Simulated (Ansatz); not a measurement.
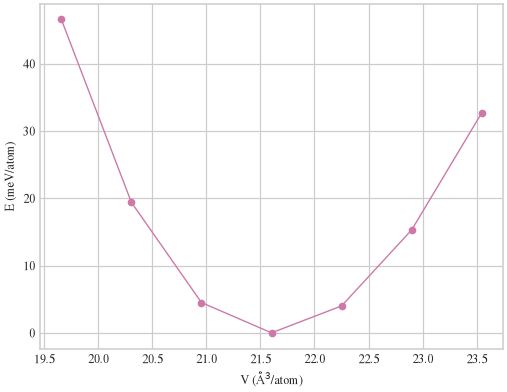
*InP (NiAs type, P6_3/mmc) under volume change, DFT-PBE in the program Ansatz with PAW potentials, shape and atoms relaxed at each volume.*

What does a third-order Birch–Murnaghan fit give for V₀, B₀ and B′?

V₀ = 21.60 Å³/atom, B₀ = 70.9 GPa, B′ = 4.9.

The start of the workflow was typed in or built on a structure type; neither database checked (COD, Materials Project) lists it. It is not the phase usual at ambient conditions (space group No. 216). The PBE relaxation kept the symmetry of its start; whether a distortion lowers the energy is not shown.

Potentials: the later of the program's two PAW sets.
